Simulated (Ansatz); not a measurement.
# Ligand exchange: C2H8AlN + GaH2(NH2) → C2H9AlN2 + GaH3

Gas-phase species: C2H8AlN `C[N](C)[AlH2]`, singlet; GaH2(NH2), singlet; C2H9AlN2 `C[N](C)[AlH][NH2]`, singlet; GaH3 `[GaH3]`, singlet. The partners trade H for NH2: Al–H and Ga–NH2 bonds give way to Al–NH2 and Ga–H.

Shapes, held fixed at every level: PBE0-D4/def2-TZVP. Flexible molecules stand in one conformer, not always the lowest. Programs: Ansatz 0.2.0. The zero-point and thermal change to 298 K, harmonic and unscaled (PBE0-D4/def2-TZVP), is -1.3 kJ/mol.

```tsv
level	kind	ΔH(298 K) (kJ/mol)	less CCSD(T)/def2-TZVPP	CPU time (sum over the molecules)
PBE-D4/def2-TZVPP	GGA	-25.1	+1.9	27 s
r2SCAN-D4/def2-TZVPP	meta-GGA	-30.5	-3.5	48 s
B3LYP-D4/def2-TZVPP	global hybrid	-31.2	-4.2	49 s
PBE0-D4/def2-TZVPP	global hybrid	-30.0	-3.0	31 s
r2SCAN0-D4/def2-TZVPP	global hybrid	-33.4	-6.4	49 s
MP2/def2-SVP	perturbation theory	-20.3	+6.7	–
CCSD(T)/def2-TZVPP	coupled cluster or CI	-27.0	0.0	–
```

The highest level, CCSD(T)/def2-TZVPP, gives ΔH(298 K) = -27.0 kJ/mol; the levels span -33.4 to -20.3. The column of differences is taken from that level and isn't an error. No measured value is set beside it here. Relativity is left out for Ga. Outer-core shells of Ga are correlated, in sets that cover them unevenly. Times are processor times on shared x86 and Arm servers, and rough.

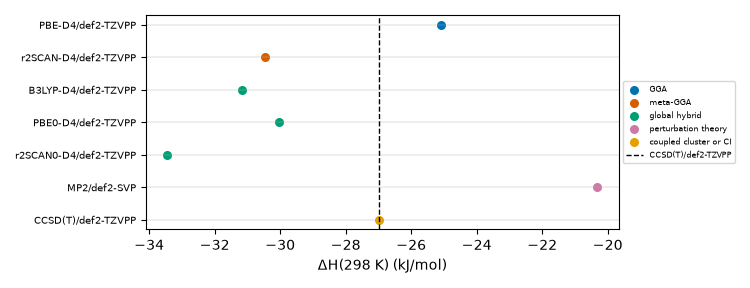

The values of the table, level by level.
